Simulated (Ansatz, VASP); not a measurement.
## SrGeC: VASP beside Ansatz

One calculation is typed for both programs; each brings its own data sets. How far apart do they land? The cell is invented: As first built, before any earlier steps moved the atoms (in the runner's words): it takes the SrSiGe structure with some of its atoms replaced by other elements, volume scaled by an estimate. It may not be a known or stable phase. The cell is taken from a series of VASP runs on this material, whose earlier steps may have relaxed, scaled or displaced it; both programs get it as it stands. Valence electrons are named where the data sets of a main pair hold unlike numbers.

Calculated with Ansatz 0.2.0; plane waves, with VASP 6.6.1 beside it; single point at BLYP and band structure at BLYP.

## Step 1: The structure

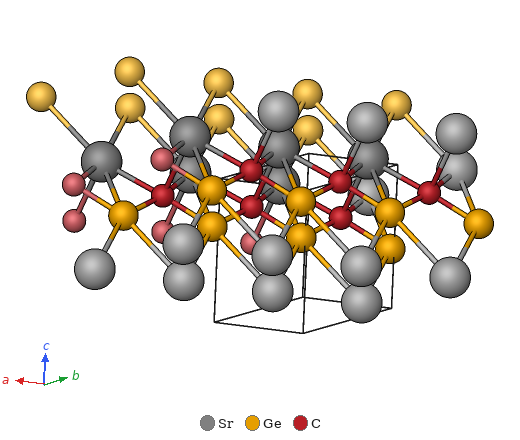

Start, viewed from a free direction; strontium grey, germanium orange, carbon red. 3×2×1 cells are drawn. Some periodic images of atoms are drawn too.

Structure file:

```cif
data_structure
_symmetry_space_group_name_H-M 'P1'
_symmetry_Int_Tables_number 1
_cell_length_a 3.3742
_cell_length_b 4.2523
_cell_length_c 5.1288
_cell_angle_alpha 95.547
_cell_angle_beta 90.149
_cell_angle_gamma 113.264
_cell_volume 67.22
loop_
_atom_site_label
_atom_site_type_symbol
_atom_site_symmetry_multiplicity
_atom_site_Wyckoff_symbol
_atom_site_fract_x
_atom_site_fract_y
_atom_site_fract_z
_atom_site_occupancy
Sr1 Sr 1 a 0.67130 0.34020 0.07111 1
Ge1 Ge 1 a 0.95478 0.90444 0.56611 1
C1 C 1 a 0.38146 0.75816 0.35844 1
```

## Step 2: VASP: single point, BLYP

With cell and atoms fixed, the geometry can't cause a difference; cores, projectors, grids and the points listed under the comparison can.

Lines of VASP's logs that name or quote its potential files are left out, and so is its time.

Input file INCAR:

```
SYSTEM = SrGeC
PREC = Accurate
ENCUT = 520
EDIFF = 1E-06
NELM = 100
ISMEAR = -1
SIGMA = 0.05
LREAL = .FALSE.
ALGO = Normal
GGA = B5
ALDAX = 1
AGGAX = 1
AGGAC = 1
ALDAC = 0
NBANDS = 20
LORBIT = 11
LWAVE = .FALSE.
LCHARG = .TRUE.
ISIF = 2
LELF = .TRUE.
LVHAR = .TRUE.
```

Input file POSCAR:

```
SrGeC
1.0
    3.3738435062     -0.0442250822     -0.0225433496
   -1.6416818927      3.9198555329      0.2700258552
    0.0235827661      0.2062181336      5.1246383429
Sr Ge C
1 1 1
Direct
    0.6689023961      0.3401983892      0.9288894129
    0.9496572779      0.9044411838      0.4338923695
    0.3767053260      0.7581634269      0.6415582178
```

Input file KPOINTS:

```
Automatic mesh
0
Gamma
7 6 5
0 0 0
```

Potentials, in the order of the species: Sr_sv, Ge_d and C (PBE family, release 64).

Command:

```console
$ mpirun -np 1 vasp_std
```

Numbers of over 12 decimals in the logs are rounded to 6 here.

Log:

```text
[banner, memory and clock lines left out]
running    1 mpi-ranks, on    1 nodes
 distrk:  each k-point on    1 cores,    1 groups
 distr:  one band on    1 cores,    1 groups

 POSCAR found type information on POSCAR SrGeC
 POSCAR found :  3 types and       3 ions
|                                                                             |
|               ----> ADVICE to this user running VASP <----                  |
|                                                                             |
|     You enforced a specific xc type in the INCAR file but a different       |
|     [... a line on the potential file left out ...]
|     I HOPE YOU KNOW WHAT YOU ARE DOING!                                     |
|                                                                             |

 LDA part: xc-table for (Slater(with rela. corr.)+VWN5), standard interpolation
 POSCAR, INCAR and KPOINTS ok, starting setup
 FFT: planning ... GRIDC
 FFT: planning ... GRID_SOFT
 FFT: planning ... GRID
 WAVECAR not read
 entering main loop
       N       E                     dE             d eps       ncg     rms          rms(c)
DAV:   1     0.232994807485E+03    0.23299E+03   -0.14066E+04  4816   0.254E+03
DAV:   2     0.165298444507E+02   -0.21646E+03   -0.20764E+03  4436   0.620E+02
DAV:   3    -0.131982659742E+02   -0.29728E+02   -0.29317E+02  5004   0.139E+02
DAV:   4    -0.156657523331E+02   -0.24675E+01   -0.24608E+01  7552   0.349E+01
DAV:   5    -0.157079746675E+02   -0.42222E-01   -0.42196E-01  5432   0.386E+00    0.170E+01
DAV:   6    -0.130843674258E+02    0.26236E+01   -0.29075E+01  5760   0.215E+01    0.133E+01
DAV:   7    -0.127856846338E+02    0.29868E+00   -0.23262E+00  5260   0.668E+00    0.835E+00
DAV:   8    -0.127876097242E+02   -0.19251E-02   -0.48566E-01  5588   0.387E+00    0.103E+00
DAV:   9    -0.127721831726E+02    0.15427E-01   -0.83565E-02  6424   0.145E+00    0.340E-01
DAV:  10    -0.127728623522E+02   -0.67918E-03   -0.61975E-03  5008   0.494E-01    0.113E-01
DAV:  11    -0.127730761343E+02   -0.21378E-03   -0.48752E-04  5712   0.128E-01    0.469E-02
DAV:  12    -0.127730886357E+02   -0.12501E-04   -0.48816E-05  5048   0.624E-02    0.163E-02
DAV:  13    -0.127730919519E+02   -0.33162E-05   -0.13350E-05  5412   0.248E-02    0.408E-03
DAV:  14    -0.127730924660E+02   -0.51406E-06   -0.12228E-06  4100   0.948E-03
   1 F= -.12773092E+02 E0= -.12772064E+02  d E =-.205723E-02
```

From OUTCAR (step 2):

```text
ion  position               nearest neighbor table
   1  0.669  0.340  0.929-   3 2.68   3 2.68   3 2.84   2 3.18   2 3.39   2 3.40   2 3.58   2 3.62
                             2 3.62
   2  0.950  0.904  0.434-   3 2.04   3 2.04   1 3.18   1 3.39   1 3.40   1 3.58   1 3.62   1 3.62

  LATTYP: Found a triclinic cell.
 ALAT       =     4.2583213592
 B/A-ratio  =     0.7923799951
 C/A-ratio  =     1.2044276636
 COS(alpha) =     0.0026050241
 COS(beta)  =     0.0985984515
 COS(gamma) =     0.3979702142

 Subroutine GETGRP returns: Found  1 space group operations
 (whereof  1 operations were pure point group operations)

The static configuration has the point symmetry C_1 .

 Found    106 irreducible k-points:

   k-points           NKPTS =    106   k-points in BZ     NKDIM =    106   number of bands    NBANDS=     20

   dimension x,y,z NGX =    28 NGY =   32 NGZ =   40
   dimension x,y,z NGXF=    56 NGYF=   64 NGZF=   80

   ENCUT  =  520.0 eV  38.22 Ry    6.18 a.u.   6.27  7.92  9.54*2*pi/ulx,y,z

   NELECT =      28.0000    total number of electrons

 k-points in reciprocal lattice and weights: Automatic mesh
   0.00000000  0.00000000  0.00000000       0.005
   0.14285714 -0.00000000  0.00000000       0.010
   0.28571429 -0.00000000  0.00000000       0.010
   0.42857143  0.00000000 -0.00000000       0.010
  -0.00000000  0.16666667 -0.00000000       0.010
   0.14285714  0.16666667 -0.00000000       0.010
   0.28571429  0.16666667 -0.00000000       0.010
   0.42857143  0.16666667 -0.00000000       0.010
  -0.42857143  0.16666667  0.00000000       0.010
[...]
-0.28571429 -0.16666667  0.40000000       0.010
  -0.14285714 -0.16666667  0.40000000       0.010

 average (electrostatic) potential at core
       1 -37.6106       2 -74.9322       3 -50.2636

 E-fermi :   4.0372

 k-point     1 :       0.0000    0.0000    0.0000
  band No.  band energies     occupation
    ...
     10      -8.0031      2.00000
     11      -1.0392      2.00000
     12       2.1127      2.00000
     13       2.1804      2.00000
     14       2.3063      2.00000
     15       4.8370      0.00000
     16       6.7194      0.00000
     17       7.3160      0.00000
     18       7.5592      0.00000
     19       9.6969      0.00000
    ...

 k-point     2 :       0.1429   -0.0000    0.0000
  band No.  band energies     occupation
    ...
     10      -7.7380      2.00000
     11      -1.3010      2.00000
     12       1.4049      2.00000
     13       2.2116      2.00000
     14       2.6317      2.00000
     15       4.9568      0.00000
     16       6.9280      0.00000
     17       7.5150      0.00000
     18       8.1355      0.00000
     19       8.4925      0.00000
    ...

 k-point     3 :       0.2857   -0.0000    0.0000
  band No.  band energies     occupation
    ...
     10      -6.9933      2.00000
     11      -2.4153      2.00000
     12       0.9200      2.00000
     13       2.4721      2.00000
     14       2.9318      2.00000
     15       4.8459      0.00000
     16       6.6359      0.00000
     17       6.9617      0.00000
     18       7.7856      0.00000
     19       8.3579      0.00000
    ...

  Total       -0.0157034     -0.0220184     -0.0324567      0.0042502      0.0043786      0.0074291
  in kB       -0.3742717     -0.5247845     -0.7735692      0.1012983      0.1043595      0.1770642
  external PRESSURE =      -0.5575418 kB  Pullay stress =       0.0000000 kB

  energy-cutoff  :      520.00
  volume of cell :       67.22
      direct lattice vectors                 reciprocal lattice vectors
     3.373843506 -0.044225082 -0.022543350     0.297996777  0.125246231 -0.006411308
    -1.641681893  3.919855533  0.270025855     0.003302286  0.257208517 -0.010365402
     0.023582766  0.206218134  5.124638343     0.001136889 -0.013001792  0.195653689

 POSITION                                       TOTAL-FORCE (eV/Angst)
 -----------------------------------------------------------------------------------
      1.72018      1.49550      4.83701        -0.006531     -0.007446     -0.000785
      1.72942      3.59276      2.44636         0.003676      0.001060      0.007505
      0.04141      3.08753      3.48399         0.002855      0.006386     -0.006720
 -----------------------------------------------------------------------------------
    total drift:                                0.000769      0.000787      0.000640

  FREE ENERGIE OF THE ION-ELECTRON SYSTEM (eV)
  ---------------------------------------------------
  free  energy   TOTEN  =       -12.7730924660 eV

  energy  without entropy=      -12.7710352384  energy(sigma->0) =      -12.77206385

 total charge
# of ion       s       p       d       tot
------------------------------------------
    1        2.024   5.785   0.261   8.070
    2        1.159   1.156  10.044  12.360
    3        0.887   1.395   0.000   2.282
--------------------------------------------------
tot          4.070   8.336  10.306  22.712

[... 3 further parts left out ...]
```

The gap is read on the k-mesh alone, so it is an upper bound where the band edges lie off the mesh. The gap is under twice the smearing width, so the edge states are partly filled and the run can't tell a small gap from a semimetal. The PAW data sets were made with PBE, which is usual practice but a small mismatch for other functionals.

## Step 3: Ansatz: single point, BLYP

Ansatz runs on its default PAW (the set named soft_2) files.

The same cell, functional (in two slightly different forms), mesh and smearing now go to Ansatz, which takes its cutoff from its data sets.

Input file input.yaml:

```yaml
crystal:
  lattice:
    - [3.3738435062, -0.0442250822, -0.0225433496]
    - [-1.6416818927, 3.9198555329, 0.2700258552]
    - [0.0235827661, 0.2062181336, 5.1246383429]
  atoms:
    - { symbol: Sr, position: [0.6689023961, 0.3401983892, 0.9288894129] }
    - { symbol: Ge, position: [0.9496572779, 0.9044411838, 0.4338923695] }
    - { symbol: C, position: [0.376705326, 0.7581634269, 0.6415582178] }
hamiltonian:
  xc: blyp
  pseudopotentials: { kind: paw }
kpoints:
  mp_grid: { grid: [7, 6, 5] }
scf:
  occupations: { method: fermi_dirac, width: 0.05 }
  n_extra_bands: 4
output:
  forces: true
  stress: true
  eigenvalues: true
  write_density: true
  write_potential: true
  elf: true
  volumetric_format: npy
```

Command:

```console
$ ansatz run input.yaml --threads 2 --pin off --max-ram 4608MiB --backend cpu --events-out ev --progress --plain --runs-dir out
```

Log:

```text
scf.n_extra_bands = 4 over 14 filled bands (N_el = 28.0): the run solves 18 bands
Engine: ansatz 0.2.0, x86_64-unknown-linux-gnu
Pseudopotentials: kind: paw
Pseudopotential: Sr, paw, valence charge 10, recommended cutoff 420 eV (normal), Sr.paw.azcp
Pseudopotential: Ge, paw, valence charge 14, recommended cutoff 420 eV (normal), Ge.paw.azcp
Pseudopotential: C, paw, valence charge 4, recommended cutoff 420 eV (normal), C.paw.azcp
Functional definition: BLYP
  parameter beta = 0.0042
  parameter a = 0.04918
  parameter b = 0.132
  parameter c = 0.2533
  parameter d = 0.349
  exchange = b88_x(beta = beta)
  correlation = lyp_c(a = a, b = b, c = c, d = d)
Crystal: 3 atoms, lattice volume = 67.223 Å³
Basis set: ecut = 420 eV, 1317 PW (Γ), exchange–correlation on 48×60×72 points (8 copies of the dense FFT grid, shifted against one another)
Bands: 18, of which v1, the nominal top of the filled ones, is band 14 counted from 1 (13 counted from 0)
Symmetry: 1 space group operations
Space group: P1 (ITA 1), of the structure as read, at distance tolerance 4.1e-5 Å
k-points: 106 of 210 (time reversal used)
Non-local potential: Sr, projectors of the file, l = 0: 3, l = 1: 2, l = 2: 2
Non-local potential: Ge, projectors of the file, l = 0: 2, l = 1: 2, l = 2: 3, l = 3: 1
Non-local potential: C, projectors of the file, l = 0: 2, l = 1: 2, l = 2: 1
PAW form: soft (Blöchl's): semilocal exchange-correlation on the pseudo side does not see the compensation charge
PAW frozen core: Sr, regenerated for the run's functional, and the local potential with it (the file was generated under x = pbe(κ = 0.804, μ = 0.219515), c = pbe(β = 0.066725))
PAW frozen core: Ge, regenerated for the run's functional, and the local potential with it (the file was generated under x = pbe(κ = 0.804, μ = 0.219515), c = pbe(β = 0.066725))
PAW frozen core: C, regenerated for the run's functional, and the local potential with it (the file was generated under x = pbe(κ = 0.804, μ = 0.219515), c = pbe(β = 0.066725))
PAW one-centre angular grid: Sr, 110 points (default); XC on 64 Gauss nodes
PAW one-centre angular grid: Ge, 590 points (default); XC on 64 Gauss nodes
PAW one-centre angular grid: C, 110 points (default); XC on 64 Gauss nodes
Initial density: superposition of atomic densities (neutral atoms: chi_scale 0, normalization atom), corrected by the library's trained network
Initial wavefunctions: pseudopotential atomic-orbital guess
Functional: x = b88, c = lyp
SCF iter   1: F=—  HF=-8113.007944 eV  |F-HF|=—  |Δ(HF+E_count)|=         —  Δρ=1.29e-2  dr2=1.53e-1  ethr=1.77e-3  ⟨swp⟩=7.2  Hψ=11724  notcnv=0
preconditioner: auto → none  [insulator: Δε(μ)=0.192 eV  Ē_g=12.343 eV  σ=0.050 eV  W_gap=0.74  n_scr=16 (ndim 8)  ℏωp=18.1 eV  f_vac=0.000  D(μ)=0.10/eV (n_scr^D=0)  ε∞_Penn≈3.2]
SCF iter   2: F=—  HF=-8112.977529 eV  |F-HF|=—  |Δ(HF+E_count)|=   3.04e-2  Δρ=3.08e-3  dr2=6.28e-3  ethr=5.48e-4  ⟨swp⟩=2.0  Hψ=3250  notcnv=0
SCF iter   3: F=—  HF=-8112.976442 eV  |F-HF|=—  |Δ(HF+E_count)|=   1.09e-3  Δρ=1.09e-3  dr2=9.07e-4  ethr=2.24e-5  ⟨swp⟩=2.0  Hψ=3585  notcnv=0
SCF iter   4: F=—  HF=-8112.976377 eV  |F-HF|=—  |Δ(HF+E_count)|=   6.42e-5  Δρ=3.60e-4  dr2=5.39e-5  ethr=3.24e-6  ⟨swp⟩=2.1  Hψ=3168  notcnv=0
SCF iter   5: F=—  HF=-8112.976422 eV  |F-HF|=—  |Δ(HF+E_count)|=   4.42e-5  Δρ=8.11e-5  dr2=3.53e-6  ethr=1.93e-7  ⟨swp⟩=2.2  Hψ=3320  notcnv=0
SCF iter   6: F=—  HF=-8112.976426 eV  |F-HF|=—  |Δ(HF+E_count)|=   3.96e-6  Δρ=2.04e-5  dr2=3.13e-7  ethr=1.26e-8  ⟨swp⟩=2.1  Hψ=3099  notcnv=0
SCF iter   7: F=-8112.976426 eV  HF=-8112.976426 eV  |F-HF|=1.36e-8  |Δ(HF+E_count)|=   3.62e-7  Δρ=5.31e-6  dr2=2.15e-8  ethr=3.57e-10  ⟨swp⟩=11.9  Hψ=16376  notcnv=0
SCF 1 converged in 7 iterations: F = -8112.976426 eV  dr2 = 2.15e-8
  greatest PAW one-centre occupation: 0.998 electrons in one spin orbital (limit 2), on the Ge atom at site 1 (counted from 0), in its partial waves of l = 2
SCF converged after 7 iterations
Free energy (F): -8112.976426 eV
Harris-Foulkes:  -8112.976426 eV  (|F-HF|=1.36e-8)
Internal energy: -8112.974403 eV  (E = F + TS)
E sigma→0 (E₀):  -8112.975415 eV
Entropy (-TS):   -0.002023 eV (-0.674 meV/atom)
Fermi energy:    8.387729 eV
--- Per-component energies (eV) ---
  E_band       = -232.233018
  E_kinetic    = 441.819317
  E_local      = -3369.956476  (includes V_loc(G=0)·N_el)
  E_nonlocal   = 644.514535
  E_hartree    = 1344.112157
  E_xc         = -292.254780
  E_vxc        = -278.689421  (∫ρ·V_xc dr)
  E_paw        = -4840.235833  (= ΣΔE_a)
  E_vpaw       = -358.144334  (= ΣTr[D̂ρ^β])
  E_aug_tail   = 0.000274  (compensation charges beyond the density's cutoff)
  E_ewald      = -2041.160782
  E_core_change = 0.187185  (= ΣΔE_core)
  E_smearing   = -0.002023  (= −TS)
  E_closure    = 0.000000  (closes the sum)
  Σ components = -8112.976426   (vs F -8112.976426, Δ=0.00e0)
--- Forces (eV/Å), atoms counted from 1 ---
  atom   1  Sr    -0.00626346     0.00167547    -0.02326078
  atom   2  Ge     0.00299353    -0.02645011     0.05604826
  atom   3  C      0.00327063     0.02478342    -0.03274779
  max |Σ_I F_I| component: 3.97e-5 eV/Å
--- Stress (GPa, compression-positive) ---
       -0.510362       0.014925       0.021729
        0.014925      -0.271863       0.145283
        0.021729       0.145281      -0.325862
  P = ⅓ Tr σ = -0.3694 GPa (-3.694 kbar)
--- Band table (eV; the first three rows and the last of 106) ---
  k-point 0: bands = [... 10 lower, 3.2936, 6.4511, 6.5256, 6.6494, 9.1928, 11.0813, 11.6683, 11.9028]
  k-point 1: bands = [... 10 lower, 2.8981, 6.4474, 6.5576, 7.1028, 9.5037, 10.9525, 11.4783, 12.0619]
  k-point 2: bands = [... 10 lower, 2.3780, 6.2859, 6.6113, 8.1407, 9.7234, 10.6819, 11.1821, 12.5054]
  k-point 105: bands = [... 10 lower, 0.5063, 5.4700, 6.4776, 7.4590, 8.7523, 10.9440, 11.4551, 11.6672]
```

Run time: 7.8 s. Hardware: 2 threads of Intel Xeon Platinum 8488C (Sapphire Rapids), shared host; peak memory 0.49 GiB.

The run ends at a pressure of -0.37 GPa, with forces up to 0.062 eV/Å.

## Step 4: Comparison

Known differences besides the potentials themselves: the cutoff is 420 eV in Ansatz and 520 eV in VASP; Ansatz makes its cores anew for this functional, VASP keeps those of its PBE data sets; VASP leaves aspherical gradient terms in its spheres out (LASPH is not set), Ansatz keeps them; VASP's log shows a relativistic correction to its local exchange, Ansatz's none. Total energies have different zeros and are not compared.

Compared:

```csv
quantity,Ansatz,VASP,difference
pressure (GPa),-0.37,-0.06,-0.31
pressure without Ansatz's Pulay correction (GPa),-0.47,-0.06,-0.42
```

At this near-relaxed geometry the largest component of a force difference is 49 meV/Å. Ansatz's pressure holds a Pulay correction of 0.10 GPa; VASP's holds none.

## Step 5: Other set-ups

Further runs change the set-up of one program: Ansatz's method, potentials or start, or VASP's data sets, cutoff or form of LDA. The table gives Ansatz less VASP for each quantity, since a change that brings one quantity closer may part another.

```csv
run,r.m.s. force difference (meV/Å),pressure (GPa),pressure without Ansatz's Pulay correction (GPa)
as above,23,-0.31,-0.42
cores kept as stored,23,-0.31,-0.41
Ansatz's larger PAW set (cutoff 800 eV),17,-0.28,
norm-conserving potentials (cutoff 1116 eV),16,-0.23,
```

## Step 6: Ansatz: band structure, BLYP

With cell and atoms fixed, the geometry can't cause a difference; cores, projectors, grids and the points listed under the comparison can.

The cell is taken from a series of VASP runs on this material, whose earlier steps may have relaxed, scaled or displaced it; both programs get it as it stands.

input.yaml, the sections that differ from step 3:

```yaml
kpoints:
  mp_grid: { grid: [7, 6, 5] }
  band_path:
    path:
      - [0.5, -0.5, 0.0]
      - [0.4, -0.4, 0.0]
      - [0.26667, -0.26667, 0.0]
      - [0.13333, -0.13333, 0.0]
      - [0.0, 0.0, 0.0]
      - [0.0, 0.0, -0.1]
      - [0.0, 0.0, -0.2]
      - [0.0, 0.0, -0.33333]
      - [0.0, 0.0, -0.46667]
      - [0.43333, -0.43333, -0.43333]
      - [0.3, -0.3, -0.3]
      - [0.16667, -0.16667, -0.16667]
      - [0.06667, -0.06667, -0.06667]
      - [0.0, 0.03333, 0.03333]
      - [0.0, 0.16667, 0.16667]
      - [0.0, 0.3, 0.3]
      - [0.0, 0.43333, 0.43333]
      - [0.46667, 0.0, 0.46667]
      - [0.36667, 0.0, 0.36667]
      - [0.23333, 0.0, 0.23333]
      - [0.1, 0.0, 0.1]
      - [0.0, 0.0, 0.0]
      - [0.0, 0.13333, 0.0]
      - [0.0, 0.26667, 0.0]
      - [0.0, 0.36667, 0.0]
      - [0.0, 0.5, 0.0]
      - [0.4, 0.0, 0.0]
      - [0.26667, 0.0, 0.0]
      - [0.13333, 0.0, 0.0]
      - [0.0, 0.0, 0.0]
    npoints: 1
scf:
  occupations: { method: fermi_dirac, width: 0.05 }
  n_extra_bands: 7
# crystal, hamiltonian, output: as in step 3
```

Log:

```text
[...]
Crystal: 3 atoms, lattice volume = 67.223 Å³
Basis set: ecut = 420 eV, 1317 PW (Γ), exchange–correlation on 48×60×72 points (8 copies of the dense FFT grid, shifted against one another)
Bands: 21, of which v1, the nominal top of the filled ones, is band 14 counted from 1 (13 counted from 0)
Symmetry: 1 space group operations
[...]
k-points: 106 of 210 (time reversal used)
[...]
k-point 0: bands = [... 10 lower, 3.2936, 6.4511, 6.5256, 6.6494, 9.1928, 11.0813, 11.6683, 11.9028, ... 3 higher]
  k-point 1: bands = [... 10 lower, 2.8981, 6.4474, 6.5576, 7.1028, 9.5037, 10.9525, 11.4783, 12.0619, ... 3 higher]
  k-point 2: bands = [... 10 lower, 2.3780, 6.2859, 6.6113, 8.1407, 9.7234, 10.6819, 11.1821, 12.5054, ... 3 higher]
  k-point 105: bands = [... 10 lower, 0.5063, 5.4700, 6.4776, 7.4590, 8.7523, 10.9440, 11.4551, 11.6672, ... 3 higher]
[key lines of the parts left out:]
SCF converged after 7 iterations
Free energy (F): -8112.976426 eV
Fermi energy:    8.387732 eV
P = ⅓ Tr σ = -0.3694 GPa (-3.694 kbar)
```

Wall time 10 s (2 threads); peak memory 0.5 GiB.

(Part 1 of 2 ends here.)

[Lines on the potential files, build, host, timing and source positions are cut from VASP's logs without a mark.]

[Logs are printed without paths, hosts, clocks, repeated set-up lines and the standing remarks that a program may print on its own settings, such as how far it seeks lower states.]

[Hosts, paths, dates, database ids (printed as entryN), source tags and the programs' standing remarks are cut or masked in the printed files.]
